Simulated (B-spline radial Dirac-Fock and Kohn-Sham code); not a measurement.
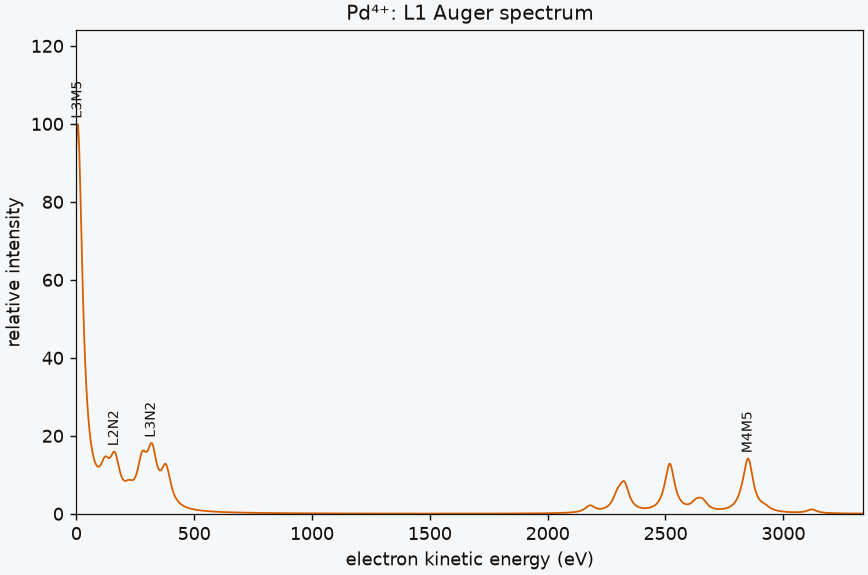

Auger and Coster–Kronig groups that fill an L1 (2s) hole, broadened by 50 eV full width. Kinetic energies count from the vacuum level; very weak lines are left out. It refers to Pd⁴⁺ ([Kr] 4d6), inside a Watson sphere of charge −4 and radius 2 Å that stands in for a crystal. Level of theory: independent-particle Coulomb rates on relativistic LDA orbitals, configuration-average energies from Dirac–Fock; calculated with a radial B-spline solver. Widths ruled by Coster–Kronig decay come out up to twice the measured ones in this model.

What can be read from it?

The strongest group is L1-L3M5 at 5.809 eV (49 % of the non-radiative width), followed by L1-M4M5 at 2.850 keV (5.2 %), L1-L3N1 at 279.5 eV (4.9 %), L1-L3N3 at 322.8 eV (4.2 %). The lines shown span 5.809 eV to 3.121 keV.
